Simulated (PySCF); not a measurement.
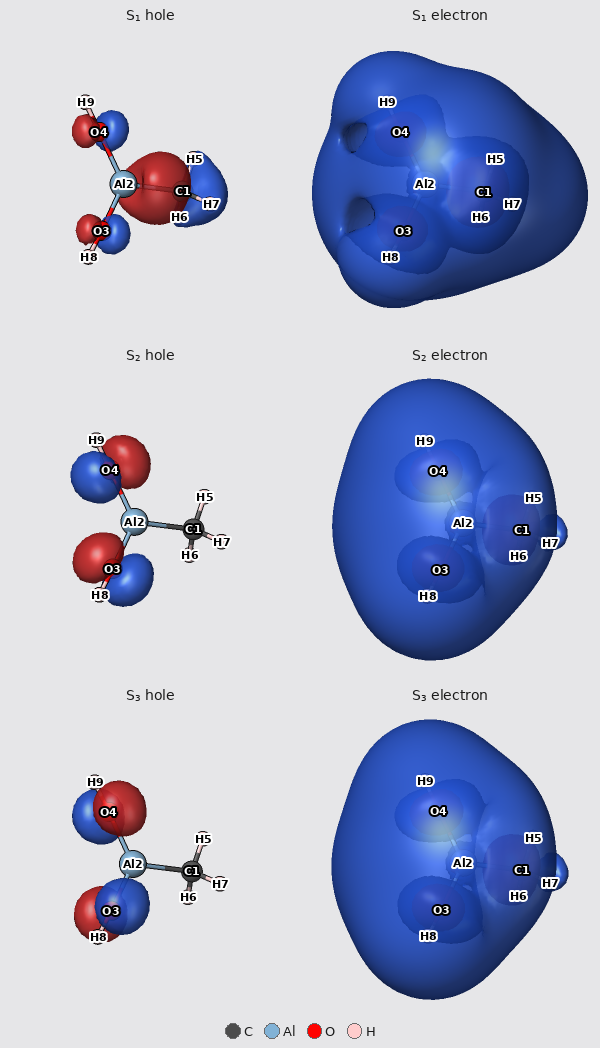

*CH5AlO2, SMILES `C[Al](O)O`. Leading natural transition orbitals (full linear response singlet states).*

Level of theory: CAM-B3LYP/6-31+G* (PySCF), at a geometry from GFN2-xTB. No frequency check shows the geometry to be a minimum.

The calculation's input:

```python
import numpy as np
from pyscf import gto, scf, dft, tdscf
from pyscf.scf import atom_ks, atom_hf
from scipy.linalg import block_diag

def solve(mol, dm0=None, hcore=None):
    mf = (dft.UKS if mol.spin else dft.RKS)(mol, xc='camb3lyp')
    mf.grids.level = 3
    mf = mf.density_fit(auxbasis='def2-universal-jkfit')
    mf.conv_tol, mf.max_cycle = 1e-8, 80
    if hcore is not None:
        mf.get_hcore = lambda *args: hcore
    mf.kernel(dm0)
    if not mf.converged:
        mf = mf.newton().run(mf.mo_coeff, mf.mo_occ, max_cycle=30)
    assert mf.converged, 'SCF not converged'
    return mf

mol = gto.M(atom='''
C      1.88393     0.10250    -0.00003
Al    -0.10650    -0.00057    -0.00059
O     -0.78564    -1.50097     0.00026
O     -0.97198     1.40065     0.00025
H      2.23109     1.13239    -0.02186
H      2.30061    -0.41726    -0.86052
H      2.29693    -0.37740     0.88511
H     -1.21275    -2.34361     0.00052
H     -1.47387     2.20090     0.00055
''', basis='6-31+g*', charge=0, spin=0, verbose=4)
mf = solve(mol)
td = mf.TDDFT()
td.nstates, td.singlet, td.conv_tol = 6, True, 1e-5
td.kernel()
td.analyze()
x, y = np.array([p[0] for p in td.xy]), np.array([p[1] + 0 * p[0] for p in td.xy])
f, mu = td.oscillator_strength(), td.transition_dipole()
nto = [td.get_nto(state=i + 1, verbose=4) for i in range(len(td.e))]
# spherically averaged free atoms, for the promolecule
atm = atom_ks.get_atm_nrks(mol, xc='camb3lyp')
pro = block_diag(*[(atm[a[0]][2] * atm[a[0]][3]) @ atm[a[0]][2].T for a in mol._atom])
np.savez('result.npz', e=td.e, f=f, ok=td.converged, w=[n[0] for n in nto], nto=[n[1] for n in nto], x=x, y=y, c=mf.mo_coeff, occ=mf.mo_occ, eps=mf.mo_energy, pro=pro, mu=mu)
```

Command:

```sh
OMP_NUM_THREADS=1 python input.py
```

The run took 6 min on 1 thread of Arm Neoverse V1, on a shared host, peak memory 0.6 GiB.

Give the energy and character of each state.

By state:
- S₁: 6.78 eV (183 nm), f = 0.221 (bright), diffuse (Rydberg-like) orbital; the leading pair carries 97 %; hole on C1 (43 %), Al2 (21 %) and O4 (11 %), electron on Al2 (51 %), C1 (16 %) and O3 and O4 (6 % each) (atom shares of so diffuse an orbital are rough); their centroids lie 0.5 Å apart.
- S₂: 7.12 eV (174 nm), f = 0.013, diffuse (Rydberg-like) orbital; the leading pair carries 89 %; hole on O3 (42 %), O4 (40 %) and Al2 (8 %), electron on Al2 (52 %), O3 and O4 (10 % each) and H8 and H9 (9 % each) (atom shares of so diffuse an orbital are rough); their centroids lie 0.1 Å apart.
- S₃: 7.38 eV (168 nm), f = 0.000 (dark), partly diffuse acceptor orbital; the leading pair carries 93 %; hole on O3 (44 %), O4 (40 %) and Al2 (10 %), electron on Al2 (53 %), O3 and O4 (10 % each) and H8 and H9 (8 % each) (atom shares of so diffuse an orbital are rough); their centroids lie 0.1 Å apart; S₄ lies within 0.1 eV of it.
